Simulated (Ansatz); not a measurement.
A series of calculations on CH3SbSi

**1. Relaxation**

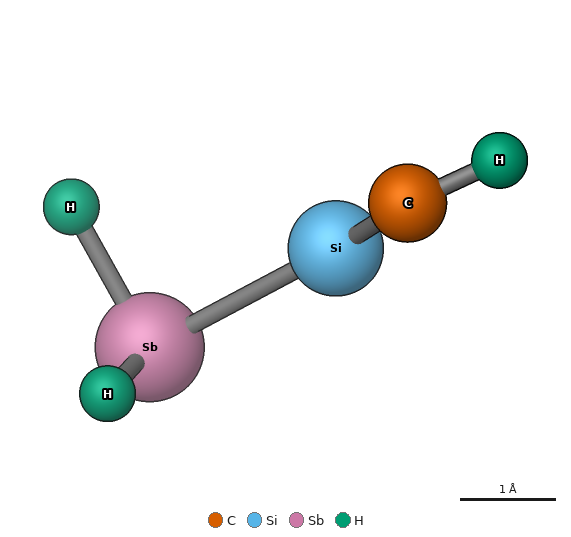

CH₃SbSi, before the relaxation. The picture is a ball-and-stick view, seen at a tilt.

The run prepares an end point of a later path (inversion) calculation, from a guessed geometry.

Level of theory: Ansatz, RKS B3LYP-D4/def2-SVP.

Input
```yaml
crystal:
  periodic: [false, false, false]
  atoms:
    - { symbol: C, position_ang: [-0.18959, -2.06916, 0.10213] }
    - { symbol: Si, position_ang: [-0.52883, -0.46964, -0.38959] }
    - { symbol: Sb, position_ang: [-0.32089, 2.06199, -0.08989] }
    - { symbol: H, position_ang: [-0.52107, -2.99676, -0.33437] }
    - { symbol: H, position_ang: [1.26745, 1.8911, -0.71889] }
    - { symbol: H, position_ang: [0.29294, 1.58247, 1.4306] }
basis:
  gaussian: { orbitals: def2-SVP }
hamiltonian:
  xc: b3lyp
  dispersion: d4
relax:
  f_tol: 0.015
  max_steps: 40
output:
  orbitals: {}
```

Command:
```bash
ansatz run input.yaml --threads 1 --pin off --max-ram 2048MiB --backend cpu --events-out ev --progress --plain --runs-dir out
```

### What does the optimiser find from here?

Si2 moves most after the best rigid fit: 1.89 Å. By element the largest moves are Si 1.89 Å, H 1.50 Å, Sb 1.10 Å, C 1.05 Å. Some distances before and after: C1–Sb3 4.138 → 2.191 Å, Si2–Sb3 2.558 → 3.067 Å, Sb3–H6 1.708 → 1.738 Å, Sb3–H5 1.717 → 1.745 Å. Bond angles that change, for instance: C1–Si2–Sb3 151.3° → 44.1°, Si2–Sb3–H5 86.2° → 57.4°, Si2–Sb3–H6 81.7° → 95.4°. Groups turn about Si2–Sb3 by about 110°. The energy falls by 1.662 eV in 29 accepted moves (30 points after the start). The largest force component goes from 2.7 to 0.01 eV/Å. The line search rejected the trial step at point 16 of the run.

Final geometry:

```xyz
6

C    -0.3071   -1.0604   -0.1620
Si    1.1375   -1.0433   -1.0741
Sb   -0.6927    1.0671    0.1915
H    -1.0723   -1.7287    0.2392
H     0.6663    1.4872   -0.8186
H     0.2682    1.2781    1.6240
```

After the run, drawn alike:

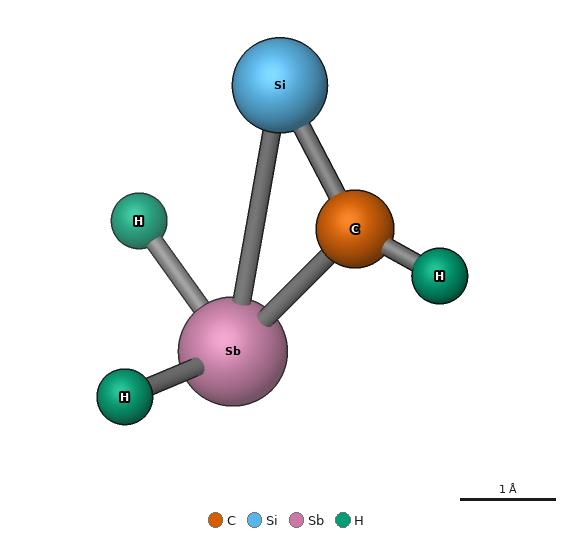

**2. Relaxation**

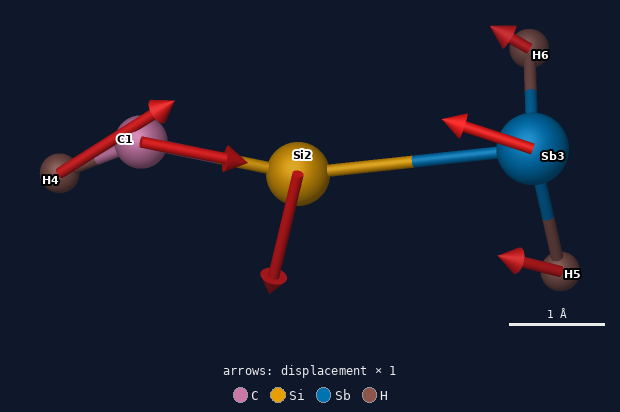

This is a relaxation of CH3SbSi. The starting structure is drawn; red arrows show the displacements, at their true length. The two geometries are superimposed by the best rigid fit.

The picture is a ball-and-stick view, seen at a tilt.

The run prepares an end point of a later path (inversion) calculation, from a guessed geometry.

The calculation used RKS B3LYP-D4/def2-SVP (Ansatz 0.2.0). Set-up: no spin polarisation; force threshold 0.015 eV/Å; at most 40 steps.

Describe the change and its energy.

Answer. The largest move after the best rigid fit is that of Si2, 1.62 Å. By element the largest moves are Si 1.62 Å, H 1.60 Å, C 1.18 Å, Sb 1.01 Å. Some distances before and after: C1–Sb3 4.138 → 2.191 Å, Si2–Sb3 2.558 → 3.066 Å, Sb3–H6 1.708 → 1.738 Å, Sb3–H5 1.717 → 1.745 Å. Among the angles between lasting bonds that change: C1–Si2–Sb3 151.3° → 44.1°, Si2–Sb3–H5 86.2° → 57.3°, Si2–Sb3–H6 81.7° → 95.5°. After 23 accepted moves (24 points after the start) the energy has fallen by 1.580 eV. Largest force component: 2.7 eV/Å at the start, 0.0049 eV/Å at the end. The line search rejected the trial step at point 23 of the run.

**3. Path**

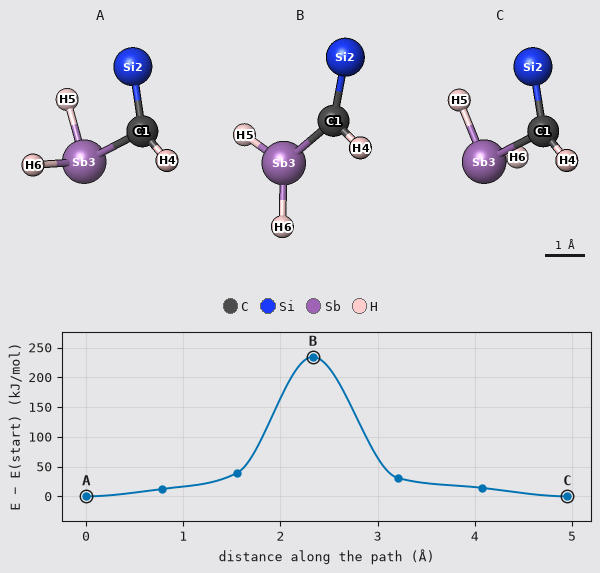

A nudged-elastic-band calculation for CH$_{3}$SbSi. Images are numbered from 0 (start) to 6 (end). Frames A to C are images 0, 3, 6. The picture is a ball-and-stick view, seen at a tilt.

Method: Ansatz 0.2.0, RKS B3LYP-D4/def2-SVP. Run with 5 movable images; climbing image; force threshold 0.03 eV/Å; iteration limit 60; starting path by image-dependent pair potential.

Question: What happens along the path, and what is the barrier?

Answer: The barrier is about 234.4 kJ/mol in both directions, with image 3 at the top; the ends have the same energy. The motion is an umbrella inversion at Sb3. No bond forms or breaks between the ends. Bond angles that change up to the highest image, for instance: Si2–C1–Sb3 103.0° → 138.7°, C1–Sb3–H5 90.2° → 121.4°. The band converged in 16 iterations. The largest component of the band force went from 1.7 to 0.025 eV/Å. The climbing image converged on the top of the path. Its vibrational analysis gives 2 imaginary modes over 30i cm⁻¹, so it isn't confirmed as a transition state.

The run took 2.3 min on 1 thread of Intel(R) Xeon(R) 6975P-C (Granite Rapids) (shared host), peak memory 0.24 GiB.
